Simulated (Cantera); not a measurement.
Feed: 1 mol Fe, 4.9 mol CO, 150 mol H2, 10 mol CO2, held at 1 atm.

These are equilibrium values from Cantera (NASA tables, ideal gas, pure condensed phases), not measurements of a reactor. Candidate condensed phases: C, C6H6, C7H8, C8H18, Fe, Fe(CO)5, FeO, Fe(OH)2, Fe(OH)3, Fe2O3, Fe3O4, H2O; 114 gas species. The numbers say what is thermodynamically allowed, not how fast it happens.

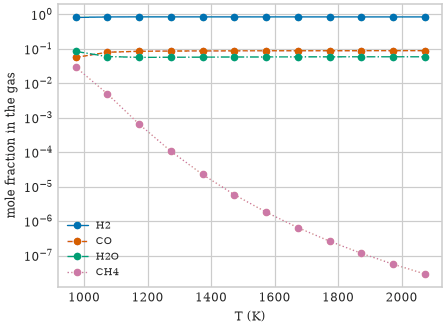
Figure. Equilibrium gas composition (values under 1e-9 drawn at 1e-9)

Read off the mole fractions at 2073 K.

H2 about 0.85, CO about 0.089, H2O about 0.059, CH4 about 2.9e-8.
